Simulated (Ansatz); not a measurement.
System: AlCl$_{2}$FSe.

Input

```
basis:
  gaussian:
    orbitals: def2-TZVPD
crystal:
  periodic: [false, false, false]
  atoms:
    - {symbol: Al, position_ang: [-0.004386, -0.418502, 0.694135]}
    - {symbol: Cl, position_ang: [1.106225, -0.126629, -1.392968]}
    - {symbol: Cl, position_ang: [-2.080164, -0.372964, 0.516682]}
    - {symbol: F, position_ang: [0.685028, -1.679291, 1.519855]}
    - {symbol: Se, position_ang: [1.290566, 1.486248, 0.242396]}
magnetization:
  spin_polarized: false
hamiltonian:
  xc: {name: PBE0}
output: {forces: true, orbitals: {seedname: orbitals}}
```

Launched as:

```sh
ansatz run input.yaml --threads 1 --pin off --max-ram 2610MiB --events-out events.jsonl --progress --plain --runs-dir runs
```

Geometry: PBE0-D3(BJ)/def2-SVP.

Theory: Ansatz 0.2.0, isolated molecule in a Gaussian basis; Kohn-Sham density functional theory, functional PBE0.

What can the converged electron density and electron localisation function tell about the bonding?

Al–F (1.66 Å): ρ at the midpoint is about 0.92 e/Å³; the ELF peaks at about 0.85 in the valence shell of F, 0.6 Å from its nucleus, and is about 0.35 at the midpoint.
Al–Cl (2.08 Å): the density is about 0.76 e/Å³ at the midpoint; the ELF peaks at about 0.85 in the valence shell of Cl, 0.8 Å from its nucleus, and is about 0.80 at the midpoint.

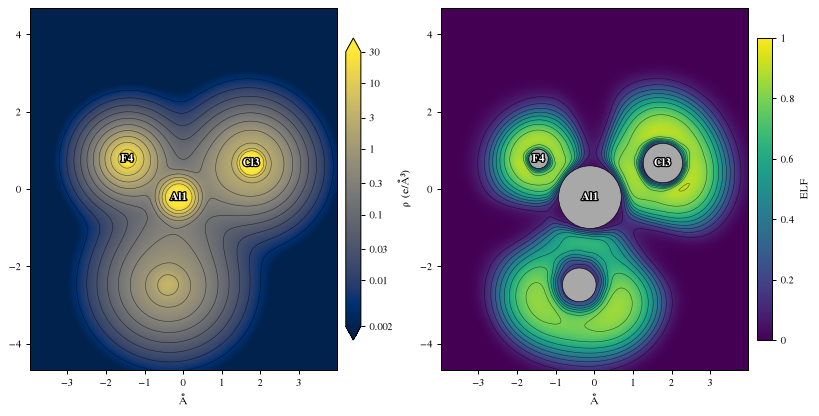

Computed electron density and electron localisation function on the plane of atoms Cl3, Al1 and F4, in this order. Grey discs cover the atomic cores in the ELF map. 
